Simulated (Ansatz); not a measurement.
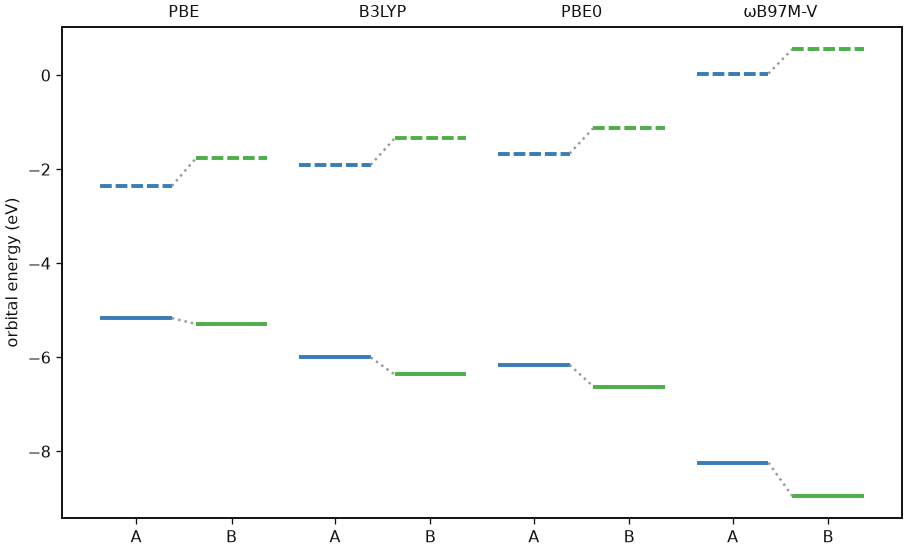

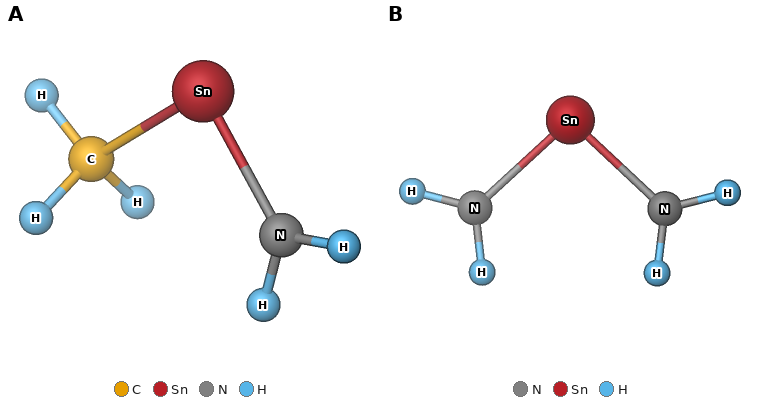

One change: A, CH₅NSn (SMILES [CH3][Sn][NH2]), becomes B, SnN₂H₄ (SMILES [NH2][Sn][NH2]). CH₃ on Sn is replaced by NH₂. HOMO (solid) and LUMO (dashed) computed in def2-TZVPP at PBE0-D4/def2-TZVP geometries, both minima by their frequencies, gas phase, the Ansatz code 0.2.0. Empty levels above zero depend strongly on the basis.

**What does the change do to HOMO and LUMO?**

PBE: the HOMO falls by 0.12 eV, the LUMO rises by 0.59 eV, and the separation goes from 2.81 to 3.52 eV. B3LYP: the HOMO falls by 0.36 eV, the LUMO rises by 0.56 eV, and the separation goes from 4.10 to 5.02 eV. PBE0: the HOMO falls by 0.46 eV, the LUMO rises by 0.54 eV, and the separation goes from 4.50 to 5.50 eV. ωB97M-V: the HOMO falls by 0.71 eV, the LUMO rises by 0.52 eV, and the separation goes from 8.28 to 9.51 eV.

**Do the functionals agree on the effect?**

They agree on the direction for both levels; the HOMO shift lies between −0.71 and −0.12 eV and the LUMO shift between 0.52 and 0.59 eV, while the separations themselves differ by up to 6.0 eV between functionals.

Known limits of this run: core potentials past krypton; spin-orbit coupling is left out, and with Sn it can shift these values.
